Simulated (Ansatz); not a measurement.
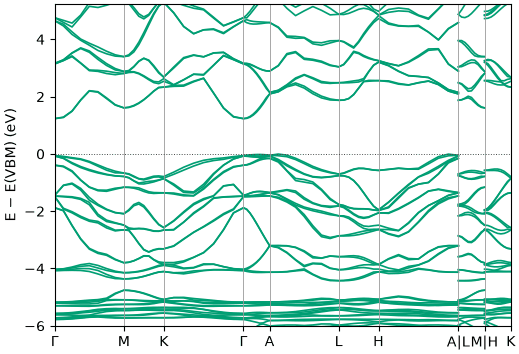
*Band structure from the program Ansatz at the PBE+D3(BJ) with spin–orbit coupling level (PAW)*

The gap is 1.23 eV; an edge lies off the plotted path or next to a special point (maximum off the standard path, minimum on the Γ–A line, 2 % of the way from Γ).

The material is HgS in space group P3_221 (No. 154; Hg on 3a, S on 3b).

Symmetry was held in the PBE+D3(BJ) relaxation; of distortions, only those at the zone centre were tested.

Potentials: the later of the program's two PAW sets.
